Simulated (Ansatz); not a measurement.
**H5O3Si (charge +1): two geometries relaxed**

Aim: relax the geometries before and after the inversion of the pyramid at O4, and see whether they are two minima and how far apart in energy. SMILES of the start: O[SiH](O)[OH2+].

Program: Ansatz 0.2.0. Level of theory: RKS r2SCAN-D4/def2-SVP. These are calculated values, not measurements.

**1. The starting structure**

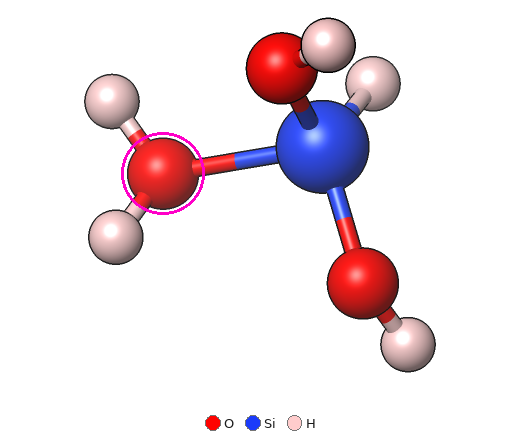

The starting structure, seen from a chosen angle (oxygen red, silicon blue, hydrogen pink). Ringed: O4.

As a file:

```xyz
9

O    -0.2047    0.6699   -1.4666
Si    0.1542    0.5396    0.0712
O     1.5305   -0.2098    0.3192
O    -0.9358   -0.8872    0.5710
H    -0.8319    1.2215   -1.9293
H    -0.2967    1.5034    1.0334
H     2.4143    0.0237    0.0426
H    -1.0388   -1.5902   -0.0904
H    -0.7910   -1.2708    1.4489
```

**2. Relaxing end A**

The input, input.yaml:

```yaml
crystal:
  periodic: [false, false, false]
  atoms:
    - { symbol: O, position_ang: [-0.20471, 0.6699, -1.4666] }
    - { symbol: Si, position_ang: [0.15415, 0.53962, 0.07116] }
    - { symbol: O, position_ang: [1.53052, -0.20981, 0.31923] }
    - { symbol: O, position_ang: [-0.93583, -0.8872, 0.57103] }
    - { symbol: H, position_ang: [-0.83186, 1.22146, -1.92929] }
    - { symbol: H, position_ang: [-0.29672, 1.5034, 1.03338] }
    - { symbol: H, position_ang: [2.41431, 0.02365, 0.04262] }
    - { symbol: H, position_ang: [-1.0388, -1.5902, -0.09043] }
    - { symbol: H, position_ang: [-0.79104, -1.27081, 1.4489] }
total_charge: 1
basis:
  gaussian: { orbitals: def2-SVP }
hamiltonian:
  xc: r2scan
  dispersion: d4
relax:
  f_tol: 0.015
  max_steps: 40
```

Launch:

```console
ansatz run input.yaml --threads 2 --pin off --max-ram 3072MiB --backend cpu --events-out ev --progress --plain --runs-dir out
```

Standard output (excerpt; [...] marks lines left out):

```text
Warning: RAYON_NUM_THREADS=2 ignored (pool sized by the plan → 2); use --threads N
[...]
Functional definition: r2SCAN
[...]
915 factors; their error is unknown
[...]
mean field -14084.84382577 eV, -517.6084635468 hartree, gradient 7.2e-5 eV, S^2 0.000000; 0 other end points of the search recorded, 0 dependent functions left out
[...]
reference -14084.84383454 eV, -517.6084638692 hartree; 21, 21 occupied and 64, 64 virtual orbitals, 915 factors
relax step   1: F+E_penalty+E_count = -14084.87351358 eV  Δ(F+E_penalty+E_count) = +0.000e0 eV  max|allowed force component| = 6.293e-1 eV/Å  Δτ_max = 0.0000 Å  (25 SCF iters, accepted)
[...]
relax step   5: F+E_penalty+E_count = -14084.94338680 eV  Δ(F+E_penalty+E_count) = -1.184e-2 eV  max|allowed force component| = 1.092e-1 eV/Å  Δτ_max = 0.0229 Å  (28 SCF iters, accepted)
[...]
relax step   9: F+E_penalty+E_count = -14084.96992240 eV  Δ(F+E_penalty+E_count) = -1.274e-2 eV  max|allowed force component| = 1.504e-1 eV/Å  Δτ_max = 0.1000 Å  (27 SCF iters, accepted)
[...]
relax step  13: F+E_penalty+E_count = -14084.81332293 eV  Δ(F+E_penalty+E_count) = +1.739e-1 eV  max|allowed force component| = 2.010e0 eV/Å  Δτ_max = 0.1729 Å  (33 SCF iters, rejected (line search))
[...]
relax step  15: F+E_penalty+E_count = -14084.98745243 eV  Δ(F+E_penalty+E_count) = +6.594e-5 eV  max|allowed force component| = 3.841e-2 eV/Å  Δτ_max = 0.0052 Å  (29 SCF iters, rejected (line search))
[...]
relax step  16: F+E_penalty+E_count = -14084.98753817 eV  Δ(F+E_penalty+E_count) = -1.979e-5 eV  max|allowed force component| = 5.047e-3 eV/Å  Δτ_max = 0.0025 Å  (22 SCF iters, accepted)
915 factors; their error is unknown
[...]
mean field -14084.95795558 eV, -517.6126577403 hartree, gradient 7.9e-6 eV, S^2 0.000000; 1 other end points of the search recorded, 0 dependent functions left out
[...]
reference -14084.95796445 eV, -517.6126580660 hartree; 21, 21 occupied and 64, 64 virtual orbitals, 915 factors
Total energy: -14084.98754703 eV, -517.6137452058 hartree
Atom 0 at    -0.514542     0.473377    -1.443056 Å, force     0.000004     0.001937     0.000413 eV/Å
Atom 1 at     0.137214     0.497893     0.034489 Å, force    -0.002068    -0.005047    -0.000627 eV/Å
Atom 2 at     1.565988    -0.217432     0.269021 Å, force     0.002103     0.001560    -0.000185 eV/Å
Atom 3 at    -0.842324    -0.921084     0.656464 Å, force     0.000357     0.001609    -0.000277 eV/Å
Atom 4 at    -0.639464     1.227253    -2.034982 Å, force     0.000565    -0.001883    -0.001099 eV/Å
Atom 5 at    -0.187431     1.643769     0.890156 Å, force    -0.000412     0.002433     0.002092 eV/Å
Atom 6 at     2.413178     0.215995     0.438441 Å, force    -0.001109    -0.001025     0.000387 eV/Å
Atom 7 at    -1.564826    -1.264801     0.094053 Å, force    -0.000150     0.000453     0.001387 eV/Å
Atom 8 at    -0.367774    -1.654961     1.095414 Å, force     0.000711    -0.000036    -0.002091 eV/Å
Dipole moment:    -0.215310    -0.086985     0.223028 e Å
```

It took 38 s on 2 threads of Arm Neoverse V1, shared host; peak memory 0.14 GiB.

Relaxation path:

| step | energy from step 1 (eV) | largest force component (eV/Å) |
| --- | --- | --- |
| 1 | 0.0000 | 0.6293 |
| 2 | -0.0418 | 0.4421 |
| 3 | -0.0545 | 0.0990 |
| 4 | -0.0580 | 0.4796 |
| 5 | -0.0699 | 0.1092 |
| 6 | -0.0759 | 0.3796 |
| 7x | -0.0733 | 0.4861 |
| 8 | -0.0837 | 0.3288 |
| 9 | -0.0964 | 0.1504 |
| 10 | -0.1088 | 0.1040 |
| 11 | -0.1104 | 0.1945 |
| 12 | -0.1137 | 0.0304 |
| 13x | 0.0602 | 2.0099 |
| 14 | -0.1140 | 0.0156 |
| 15x | -0.1139 | 0.0384 |
| 16 | -0.1140 | 0.0050 |

Step 1 is the start. 3 steps were tried and not accepted (marked x).

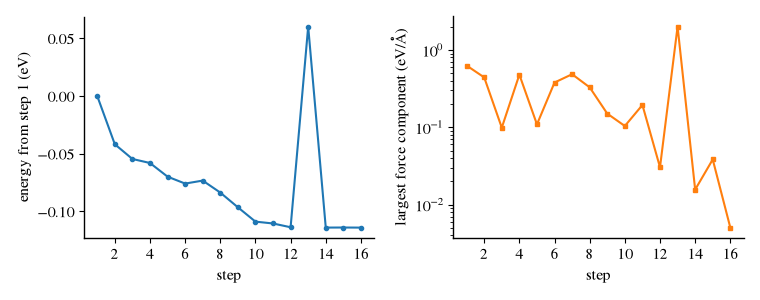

Energy and largest force along the relaxation.

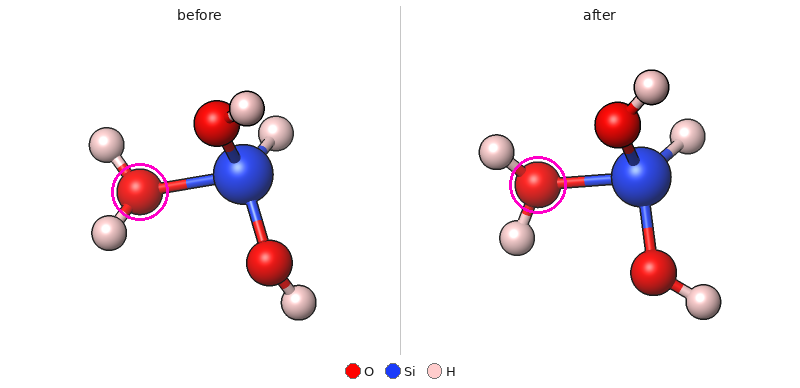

The structure before (left) and after (right), drawn at the same scale.

After: Bond lengths: O1–Si2 1.615 Å, Si2–O3 1.615 Å, Si2–O4 1.833 Å, O1–H5 0.967 Å, Si2–H6 1.466 Å, O3–H7 0.967 Å, O4–H8 0.978 Å, O4–H9 0.978 Å. Angles: O1–Si2–O3 118.9°, O1–Si2–O4 94.8°, O1–Si2–H6 117.1°, O3–Si2–O4 94.6°, O3–Si2–H6 117.2°, O4–Si2–H6 106.8°, Si2–O1–H5 126.9°, Si2–O3–H7 127.0°, Si2–O4–H8 118.1°, Si2–O4–H9 118.3°, H8–O4–H9 110.7°.

**3. End point B**

The second end starts from a geometry with the move made by hand.

input.yaml: that of step 2 with these lines changed.

```diff
@@ -10,4 +10,4 @@
     - { symbol: H, position_ang: [2.41431, 0.02365, 0.04262] }
-    - { symbol: H, position_ang: [-1.0388, -1.5902, -0.09043] }
-    - { symbol: H, position_ang: [-0.79104, -1.27081, 1.4489] }
+    - { symbol: H, position_ang: [-1.61395, -1.14505, -0.07395] }
+    - { symbol: H, position_ang: [-1.31177, -0.86779, 1.46382] }
 total_charge: 1
```

Launch:

```console
ansatz run input.yaml --threads 2 --pin off --max-ram 3072MiB --backend cpu --events-out ev --progress --plain --runs-dir out
```

Standard output (excerpt; [...] marks lines left out):

```text
Warning: RAYON_NUM_THREADS=2 ignored (pool sized by the plan → 2); use --threads N
[...]
[... 1 set-up line as earlier in the session ...]
[...]
915 factors; their error is unknown
[...]
mean field -14084.73670322 eV, -517.6045268658 hartree, gradient 7.0e-5 eV, S^2 0.000000; 0 other end points of the search recorded, 0 dependent functions left out
[...]
reference -14084.73671191 eV, -517.6045271853 hartree; 21, 21 occupied and 64, 64 virtual orbitals, 915 factors
relax step   1: F+E_penalty+E_count = -14084.76635419 eV  Δ(F+E_penalty+E_count) = +0.000e0 eV  max|allowed force component| = 6.899e-1 eV/Å  Δτ_max = 0.0000 Å  (25 SCF iters, accepted)
[...]
relax step   6: F+E_penalty+E_count = -14084.92665974 eV  Δ(F+E_penalty+E_count) = -2.816e-2 eV  max|allowed force component| = 2.233e-1 eV/Å  Δτ_max = 0.1000 Å  (27 SCF iters, accepted)
[...]
Total energy: -14084.98755238 eV, -517.6137454025 hartree
Atom 0 at    -0.558526     0.568019    -1.465002 Å, force    -0.000306    -0.003510     0.002193 eV/Å
Atom 1 at     0.070520     0.574542     0.022454 Å, force    -0.002830     0.000843     0.002283 eV/Å
Atom 2 at     1.403594    -0.290503     0.310137 Å, force    -0.000952    -0.001779    -0.002555 eV/Å
Atom 3 at    -1.072174    -0.698733     0.680449 Å, force     0.003334     0.001927    -0.002151 eV/Å
Atom 4 at    -0.589706     1.308283    -2.085620 Å, force    -0.000002     0.002127    -0.003474 eV/Å
Atom 5 at    -0.132330     1.782607     0.828847 Å, force     0.000164     0.000652     0.001188 eV/Å
Atom 6 at     2.294200     0.048119     0.472200 Å, force     0.002952     0.000859     0.001781 eV/Å
Atom 7 at    -1.825210    -0.976778     0.121940 Å, force    -0.002815     0.000170    -0.000827 eV/Å
Atom 8 at    -0.686227    -1.467376     1.145995 Å, force     0.000455    -0.001289     0.001563 eV/Å
Dipole moment:    -0.226433    -0.053331     0.217840 e Å
```

Wall time 47 s (2 threads of Arm Neoverse V1, shared host); peak memory 0.13 GiB.

The steps of the relaxation:

| step | energy from step 1 (eV) | largest force component (eV/Å) |
| --- | --- | --- |
| 1 | 0.0000 | 0.6898 |
| 2 | -0.0652 | 0.4617 |
| 3 | -0.0981 | 0.5418 |
| 4x | -0.0875 | 1.2548 |
| 5 | -0.1321 | 0.2965 |
| 6 | -0.1603 | 0.2233 |
| 7 | -0.1623 | 0.6529 |
| 8 | -0.1733 | 0.2268 |
| 9 | -0.1928 | 0.1776 |
| 10 | -0.2043 | 0.1464 |
| 11 | -0.2075 | 0.0724 |
| 12x | -0.1499 | 2.0058 |
| 13 | -0.2105 | 0.2779 |
| 14 | -0.2147 | 0.2562 |
| 15x | -0.2142 | 0.5052 |
| 16 | -0.2182 | 0.0815 |
| 17 | -0.2202 | 0.0388 |
| 18x | -0.2188 | 0.1083 |
| 19 | -0.2211 | 0.0209 |
| 20 | -0.2212 | 0.0035 |

Step 1 is the start. 4 steps were tried and not accepted (marked x).

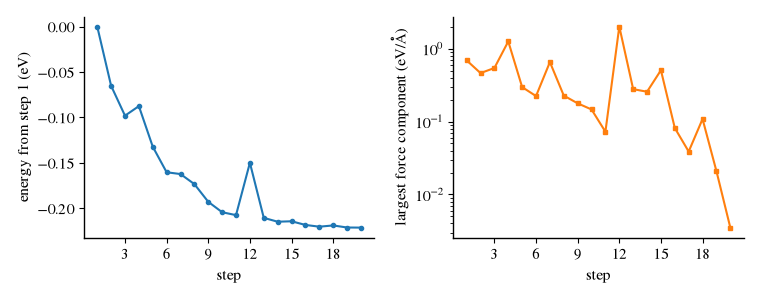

Energy and largest force along the relaxation.

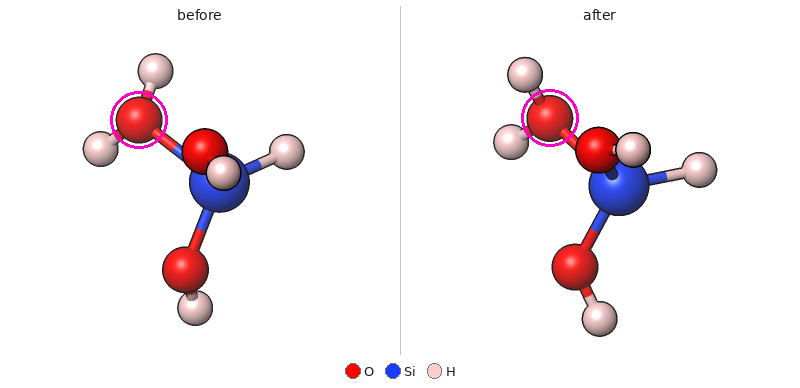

Before and after, at one scale.

After: Bond lengths: O1–Si2 1.615 Å, Si2–O3 1.615 Å, Si2–O4 1.833 Å, O1–H5 0.967 Å, Si2–H6 1.467 Å, O3–H7 0.966 Å, O4–H8 0.978 Å, O4–H9 0.978 Å. Angles: O1–Si2–O3 118.9°, O1–Si2–O4 94.9°, O1–Si2–H6 117.1°, O3–Si2–O4 94.5°, O3–Si2–H6 117.2°, O4–Si2–H6 106.8°, Si2–O1–H5 126.9°, Si2–O3–H7 127.1°, Si2–O4–H8 118.2°, Si2–O4–H9 118.1°, H8–O4–H9 110.6°.

**4. Results**

```
                           quantity                     value
                              end A  12 moves, 0.114 eV lower
                              end B  15 moves, 0.221 eV lower
largest difference between the ends                    0.01 Å
            end B relative to end A                 -0.000 eV
```

What this shows: The two relaxations end at one structure, within 0.01 Å: no second minimum was found from this start, which doesn't rule one out.
